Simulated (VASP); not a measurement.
Band structure of TeMoS. Level of theory: PBEsol GGA, VASP's PBE PAW potentials (set 64) (plane waves; VASP 6.6.1).

The cell holds a wide vacuum, so values per volume refer to the whole cell. Unless said otherwise, spin-orbit coupling is left out, though it shifts the bands of the heavy elements here.

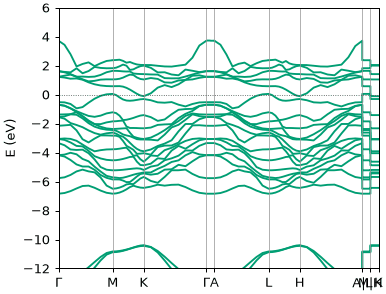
Figure. Bands along high-symmetry lines, zero at the valence-band maximum or, without a gap, the Fermi level

Read the plot: is there a gap, and where are the band edges?

It has no gap at this level: it comes out as a metal or semimetal. (Edges off the drawn lines would not show.)

The cell is a sheet with vacuum, built from a database entry that may be metastable or hypothetical.
